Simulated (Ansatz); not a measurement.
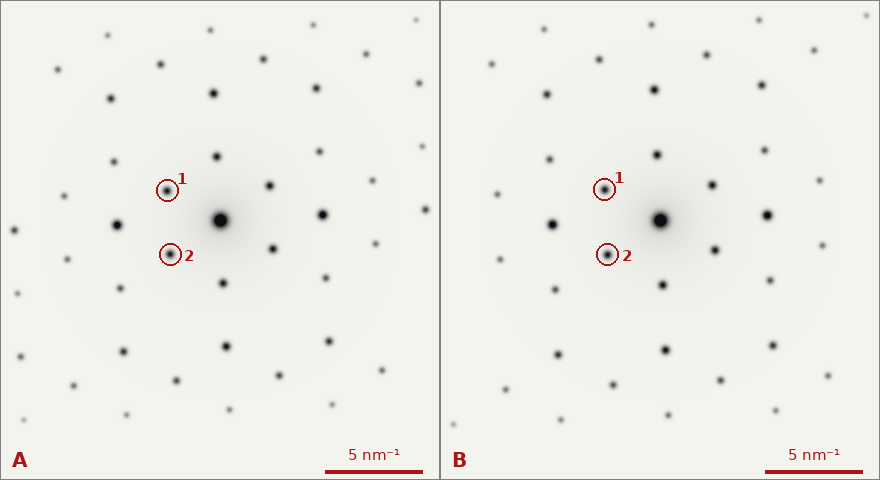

Kinematic electron diffraction patterns (120 kV, B = 0.5 Å², same scale) along [010] of the run's own cell, for the start and the end of one relaxation of SnAs2 with DFT PBE, scalar-relativistic, plane waves, PAW (Ansatz). k mesh 12×12×12. The start is a generated model structure, and the relaxation ends in the nearest stationary point of its symmetry, not necessarily the ground state. Spot 1 is -1 0 0 and spot 2 is 0 0 1 in both.

Start structure:

```yaml
crystal:
  lattice:
    - [1.87556, 1.08285, 5.86252]
    - [-1.87556, 1.08285, 5.86252]
    - [0.00000, -2.16571, 5.86252]
  atoms:
    - { symbol: Sn, position: [0.99820, 0.99820, 0.99820] }
    - { symbol: As, position: [0.20995, 0.20995, 0.20995] }
    - { symbol: As, position: [0.45855, 0.45855, 0.45855] }
```

Question: Which pattern belongs to the start structure, and which to the relaxed one?

Answer: A is the start: its cell gives d(1) = 3.195 Å, d(2) = 3.195 Å and an angle of 63.2°. B is the relaxed structure, with d(1) = 3.070 Å (-3.9 %), d(2) = 3.070 Å (-3.9 %) and 62.4°.

Question: What did the relaxation do to the structure and the energy?

Answer: The volume changed by +1.9 % to 24.27 Å³ an atom; with the mean shift removed, the atoms moved by up to 0.09 Å relative to the cell (As most); the space group stayed R3m (No. 160); the free energy fell by 9.2 meV an atom. Relaxed cell: a = 6.844 Å, b = 6.844 Å, c = 6.844 Å, α = 30.41°, β = 30.41°, γ = 30.41°.
